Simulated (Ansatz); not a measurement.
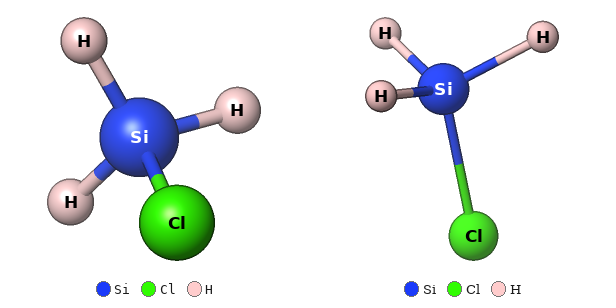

Two views of one molecule.

Identify the structure.

It has 5 atoms: 1 chlorine, 3 hydrogen and 1 silicon (ClH3Si). The point group is C3v. Coordination: 1 Si tetrahedral.

The parts below concern this one geometry. Atoms keep their numbers from picture to picture. The geometry was computed by an optimisation with PBE0-D4/def2-TZVP.

Vibrations

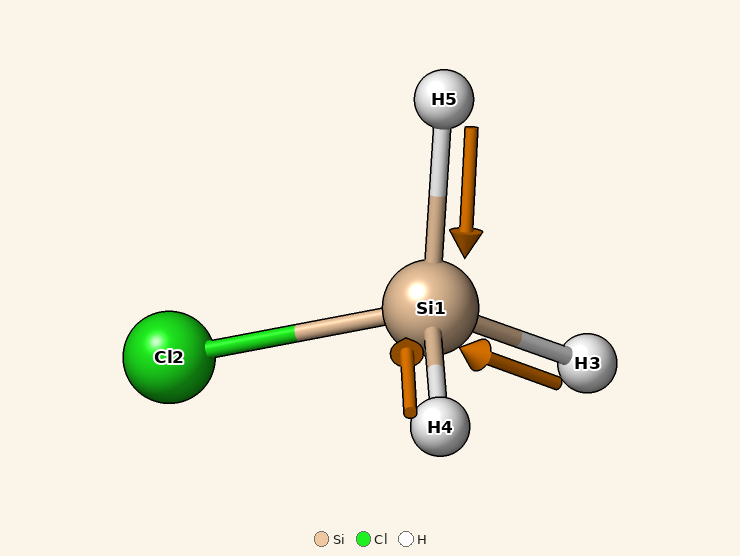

The arrows show one normal mode. Harmonic vibrations computed with RKS PBE0-D4/def2-TZVP (Ansatz 0.2.0) at a stationary point of the same level.

> Describe the motion.

Mostly in-phase stretching of 3 Si–H bonds.

> Estimate its harmonic wavenumber.

2249 cm⁻¹; it is mode 7 of 9 counted from the lowest.

Thermal motion

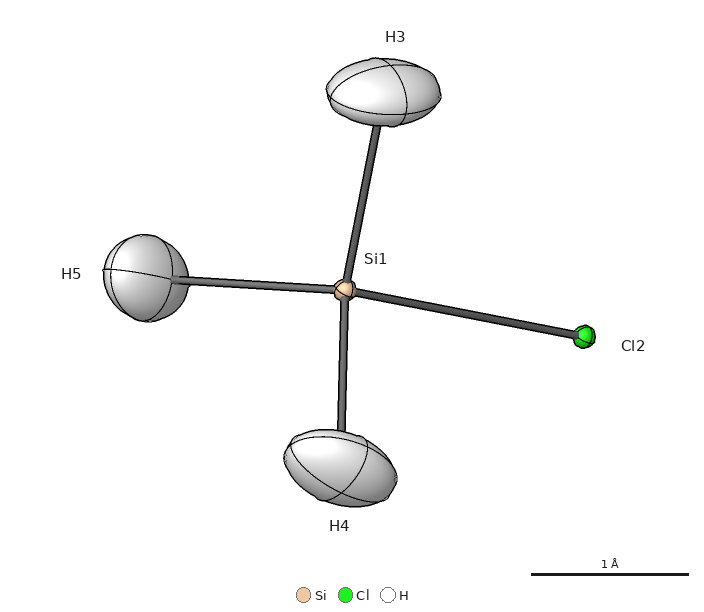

Displacement ellipsoids at the 50 % level, enlarged 1.5 times, from the internal vibrations of the free molecule (harmonic, no overall translation or rotation; no half-axis is drawn under 0.075 Å). Vibrations computed with RKS PBE0-D4/def2-TZVP (Ansatz 0.2.0). Temperature: 600 K.

List U_eq and the three principal root-mean-square amplitudes for each kind of atom.

| atom | U_eq (Å²) | rms amplitudes (Å) |
| --- | --- | --- |
| Si1 | 0.00043 | 0.012, 0.012, 0.032 |
| Cl2 | 0.00025 | 0.005, 0.005, 0.026 |
| H3, H4, H5 | 0.0173 | 0.086, 0.119, 0.175 |

Charges

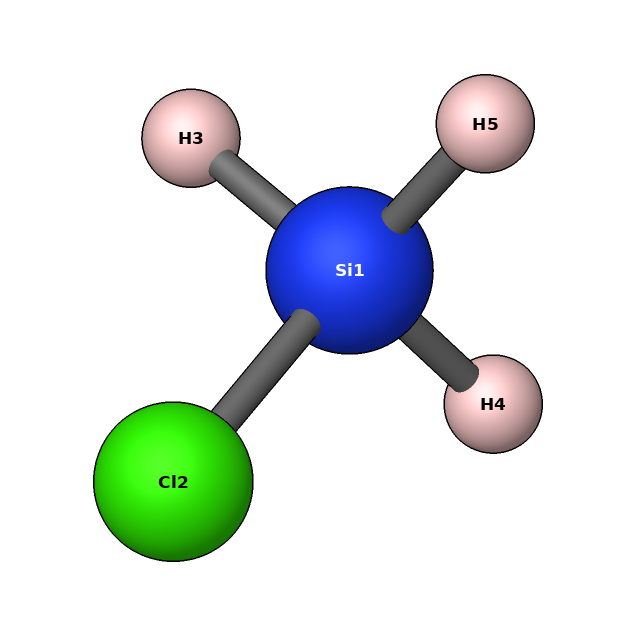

The questions are on Mulliken charges. Properties computed with RKS PBE0-D4/def2-TZVP (Ansatz 0.2.0).

Give the Mulliken charges atom by atom.

| atom | value (e) |
| --- | --- |
| Si1 | 0.28 |
| Cl2 | −0.25 |
| H3 | −0.01 |
| H4 | −0.01 |
| H5 | −0.01 |

Mulliken values depend strongly on the basis set and can even reverse the polarity of a bond.
